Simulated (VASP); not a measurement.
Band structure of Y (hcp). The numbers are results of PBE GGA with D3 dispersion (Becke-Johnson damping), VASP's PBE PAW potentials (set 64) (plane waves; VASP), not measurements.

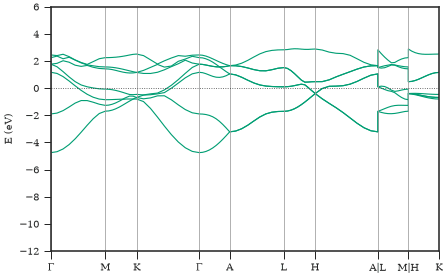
Figure. Bands along high-symmetry lines, zero at the valence-band maximum or, without a gap, the Fermi level

Read the plot: is there a gap, and where are the band edges?

It has no gap at this level: it comes out as a metal or semimetal. (Edges off the drawn lines would not show.)

The compound is Y in the hcp structure. It was relaxed first, which changed the volume by -5 %.
